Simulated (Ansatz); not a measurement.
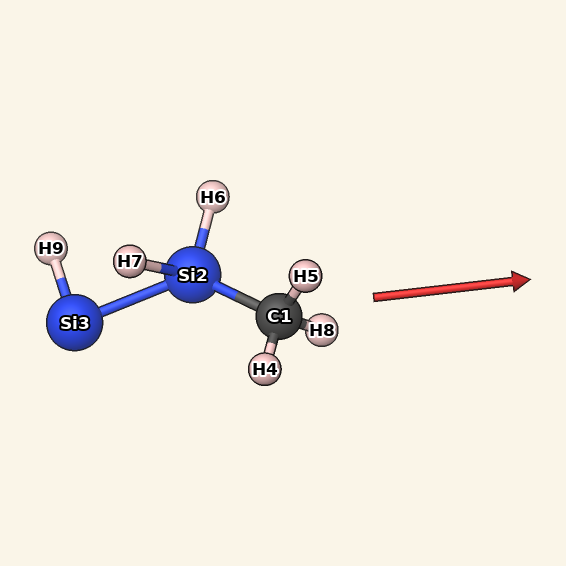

The arrow beside the molecule shows the direction of the dipole moment, from the negative to the positive end (its length means nothing). The geometry was computed by an optimisation with PBE-D4/def2-SVP. No frequency run is at hand to confirm it as a minimum. Level of theory: RKS PBE-D4/def2-SVP (Ansatz 0.2.0).

How large is the dipole moment?

2.12 D; it points from the side of H9 to the side of H8 (the outermost atoms at the two ends).
